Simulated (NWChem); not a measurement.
# C3H5Cl (allyl chloride): PBE0/def2-SVP

What is the vertical singlet–triplet gap of C3H5Cl (allyl chloride) at PBE0/def2-SVP? 

Program for the calculation: NWChem 7.3.0.

4 further runs of the same task are left out: 1 that didn't finish, 3 set aside as unsound or not needed. Runs told in other sessions of the task aren't counted.

### Step 1. The system as given

The species is C3H5Cl (9 atoms), meant as a singlet with charge 0. As SMILES, `C=CCCl`. The shape is that of a PBE0-D4/def2-TZVP optimisation. This is one conformer, not always the lowest.

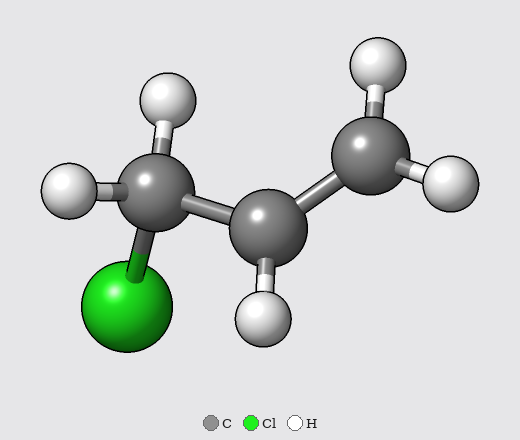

Viewed from a chosen angle; carbon grey, chlorine green, hydrogen white.

### Step 2. Energy and gradient at PBE0/def2-SVP

Contents of work.nw:

```
start work
title "C3H5Cl"
memory 2200 mb

geometry units angstroms noautosym nocenter noautoz
C     -0.295350     1.315190    -0.447700
C      0.370210     0.171280    -0.388240
C      0.080190    -0.891510     0.604460
Cl    -0.392790    -2.419870    -0.209260
H     -0.044240     2.079040    -1.173800
H     -1.115830     1.528620     0.230150
H      1.180420    -0.031190    -1.083310
H     -0.740340    -0.613990     1.264520
H      0.957740    -1.137570     1.203200
end

basis spherical bse
* library def2-SVP
end

dft
xc pbe0
mult 1
grid xfine
convergence energy 1e-08
iterations 100
mulliken
noprint "final vectors analysis"
end

task dft gradient
```

On the command line:

```console
$ nwchem work.nw > work.out
```

What it wrote:

```text
[...]
          Wavefunction type:  closed shell.
          No. of atoms     :     9
          No. of electrons :    40
[...]
          Charge           :     0
          Spin multiplicity:     1
[...]
          AO basis - number of functions:    85
[...]
              XC Information
              --------------
                         PBE0 Method XC Functional
                     Hartree-Fock (Exact) Exchange  0.250
          PerdewBurkeErnzerhof Exchange Functional  0.750
            Perdew 1991 LDA Correlation Functional  1.000 local
           PerdewBurkeErnz. Correlation Functional  1.000 non-local
[...]
 d= 0,ls=0.0,diis     1   -576.9311227370 -7.21D+02  8.48D-03  3.43D-01     2.5
[...]
 d= 0,ls=0.0,diis     8   -576.9721953873  6.75D-09  5.94D-06  3.68D-07    18.7
         Total DFT energy =     -576.972195387285
      One electron energy =    -1077.739441788443
           Coulomb energy =      402.793254990240
    Exchange-Corr. energy =      -46.060823883251
 Nuclear repulsion energy =      144.034815294170
[...]
      Total Density - Mulliken Population Analysis
     ---------------------------------------------
    Atom       Charge   Shell Charges
 -----------   ------   -------------------------------------------------------
    1 C    6     6.06   1.99  0.90  0.24  2.06  0.86  0.03
    2 C    6     6.09   1.99  0.91  0.25  2.07  0.84  0.04
    3 C    6     5.99   1.99  0.93  0.15  2.06  0.82  0.04
    4 Cl  17    17.18   2.00  1.99  1.25  0.73  5.93  2.14  3.12  0.03
    5 H    1     0.94   0.74  0.18  0.02
    6 H    1     0.95   0.74  0.18  0.02
    7 H    1     0.95   0.75  0.18  0.02
    8 H    1     0.92   0.74  0.16  0.02
    9 H    1     0.91   0.74  0.14  0.02
[...]
  wavefunction    = closed shell
                         DFT ENERGY GRADIENTS
    atom               coordinates                        gradient
                 x          y          z           x          y          z
   1 C      -0.558131   2.485349  -0.846030    0.001539  -0.003812   0.000679
   2 C       0.699595   0.323672  -0.733667   -0.000472   0.005066  -0.003532
   3 C       0.151537  -1.684710   1.142264    0.000332   0.002344   0.005174
   4 Cl     -0.742265  -4.572891  -0.395444    0.000645   0.002639   0.001204
   5 H      -0.083601   3.928816  -2.218160   -0.001463  -0.004882   0.004663
   6 H      -2.108613   2.888673   0.434920    0.004983  -0.001550  -0.004137
   7 H       2.230670  -0.058941  -2.047159   -0.004944   0.001297   0.004220
   8 H      -1.399040  -1.160273   2.389596    0.004224  -0.001862  -0.004351
   9 H       1.809866  -2.149696   2.273718   -0.004844   0.000759  -0.003920
[...]
```

Run time: 23 s. Hardware: 1 thread of Intel Xeon 6975P-C (Granite Rapids), shared host; peak memory 0.15 GiB.

### Step 3. The triplet: the energy at UPBE0/def2-SVP

Contents of input.xyz:

```xyz
9

C     -0.295350     1.315190    -0.447700
C      0.370210     0.171280    -0.388240
C      0.080190    -0.891510     0.604460
Cl    -0.392790    -2.419870    -0.209260
H     -0.044240     2.079040    -1.173800
H     -1.115830     1.528620     0.230150
H      1.180420    -0.031190    -1.083310
H     -0.740340    -0.613990     1.264520
H      0.957740    -1.137570     1.203200
```

Contents of run.py:

```python
from ase.io import read
from ase.calculators.nwchem import NWChem

atoms = read('input.xyz')

calc = NWChem(
    label='input',
    theory='dft',
    memory='2200 mb',
    basis='def2-SVP',
    basispar='spherical bse',
    dft={'xc': 'pbe0', 'mult': '3', 'grid': 'xfine', 'convergence': 'energy 1e-08', 'iterations': '100', 'mulliken': None},
    task='energy',
)
atoms.calc = calc

e = atoms.get_potential_energy()
print(f"E = {e:.6f} eV")
```

On the command line:

```console
$ export ASE_NWCHEM_COMMAND="nwchem PREFIX.nwi > PREFIX.nwo"
$ python run.py
```

What it wrote:

```text
E = -15695.916322 eV
```

The calculator wrote input.nwi:

```
title "input"

permanent_dir input

scratch_dir input

start input

geometry units angstrom nocenter noautosym noautoz
  C  -2.9535000000000000e-01 1.3151900000000001e+00 -4.4769999999999999e-01
  C  3.7020999999999998e-01 1.7127999999999999e-01 -3.8823999999999997e-01
  C  8.0189999999999997e-02 -8.9151000000000002e-01 6.0446000000000000e-01
  Cl -3.9278999999999997e-01 -2.4198700000000000e+00 -2.0926000000000000e-01
  H  -4.4240000000000002e-02 2.0790400000000000e+00 -1.1738000000000000e+00
  H  -1.1158300000000001e+00 1.5286200000000001e+00 2.3014999999999999e-01
  H  1.1804200000000000e+00 -3.1189999999999999e-02 -1.0833100000000000e+00
  H  -7.4034000000000000e-01 -6.1399000000000004e-01 1.2645200000000001e+00
  H  9.5774000000000004e-01 -1.1375700000000000e+00 1.2032000000000000e+00
end

memory 2200 mb

basis spherical bse noprint
   * library def2-SVP
end

dft
  xc pbe0
  mult 3
  grid xfine
  convergence energy 1e-08
  iterations 100
  mulliken
end

task dft energy
```

input.nwo:

```text
Northwest Computational Chemistry Package (NWChem) 7.3.0
             --------------------------------------------------------

           Job information
           ---------------

    nwchem branch   = 7.3.0
    use scalapack   = T
    input           = input.nwi
    prefix          = input.
    data base       = input/input.db
    status          = startup
    nproc           =        1

           Memory information
           ------------------

    heap     =     72089596 doubles =      550.0 Mbytes
    stack    =     72089601 doubles =      550.0 Mbytes
    global   =    144179200 doubles =     1100.0 Mbytes (distinct from heap & stack)
    total    =    288358397 doubles =     2200.0 Mbytes
    verify   = yes
    hardfail = no

           Directory information
           ---------------------

  0 permanent = input
  0 scratch   = input

                                NWChem Input Module
                                -------------------

                                       input
                                       -----

 Scaling coordinates for geometry "geometry" by  1.889725989
 (inverse scale =  0.529177249)

                             Geometry "geometry" -> ""
                             -------------------------

 Output coordinates in angstroms (scale by  1.889725989 to convert to a.u.)

[... 17 lines left out ...]
            Nuclear Dipole moment (a.u.)
[... 67 lines left out ...]
  convergence criterion.
[... 16 lines left out ...]
          Convergence on density requested:  1.00D-05
[... 22 lines left out ...]
          Spatial weights used:  Erf1
[... 3 lines left out ...]
          Convergence aids based upon iterative change in
[... 82 lines left out ...]
         Total DFT energy =     -576.814290449805
[... 1 line left out ...]
           Coulomb energy =      402.838933871366
[... 1 line left out ...]
 Nuclear repulsion energy =      144.034815294170
[... 605 lines left out ...]
                     DFT Final Beta Molecular Orbital Analysis
[... 674 lines left out ...]
   alpha     61     62     63     64     65     66     67     68     69     70
    beta     61     62     63     64     65     66     67     68     69     70
 overlap   0.991  0.986  0.995  0.984  0.893  0.886  0.927  0.917  0.819  0.864

   alpha     71     72     73     74     75     76     77     78     79     80
    beta     71     72     73     74     75     76     77     78     79     80
 overlap   0.981  0.981  0.969  0.963  0.985  0.914  0.910  0.905  0.915  0.994

   alpha     81     82     83     84     85
    beta     81     82     83     84     85
 overlap   0.990  0.996  0.996  0.999  1.000

     --------------------------
     Expectation value of S2:
     --------------------------
      <S2> =      2.0082 (Exact =     2.0000)

 center of mass
 --------------
 x =  -0.28927685 y =  -1.88061116 z =  -0.23994845

 moments of inertia (a.u.)
 ------------------
         653.987231400038         -51.465601547947          -2.011023003567
         -51.465601547947          89.705462941860          37.353471639542
          -2.011023003567          37.353471639542         639.420985941495

     Multipole analysis of the density
     ---------------------------------

     L   x y z        total         alpha         beta         nuclear
     -   - - -        -----         -----         ----         -------
     0   0 0 0     -0.000000    -21.000000    -19.000000     40.000000

     1   1 0 0      0.217530      5.286546      5.342202    -10.411219
[... 8 lines of this table left out ...]
     2   0 0 2    -22.710563    -32.331501    -28.570479     38.191417

 Task  times  cpu:       44.3s     wall:       44.3s
 Total times  cpu:       44.4s     wall:       44.4s
```

Wall time 45 s (1 thread of Intel Xeon 6975P-C (Granite Rapids), shared host); peak memory 0.14 GiB.

### Step 4. Results

Level: PBE0/def2-SVP.

| quantity | value |
| --- | --- |
| singlet: total energy | -576.97220 Eh |
| singlet: dipole moment | 1.88 D |
| singlet: largest force on an atom | 0.355 eV/Å |
| triplet: total energy | -576.81429 Eh |
| triplet: dipole moment | 1.97 D |
| triplet: HOMO energy (highest over α and β) | -3.60 eV |
| triplet: ⟨S²⟩ | 2.008 |
| vertical energy of the triplet above the singlet | 4.297 eV |

In words: At this shape the triplet lies 4.30 eV (415 kJ/mol) above the singlet. The largest force (singlet) is 0.36 eV/Å: the shape isn't a stationary point for this species at this level. Mulliken charges (triplet) run from -0.19 on Cl4 to +0.10 on H9.
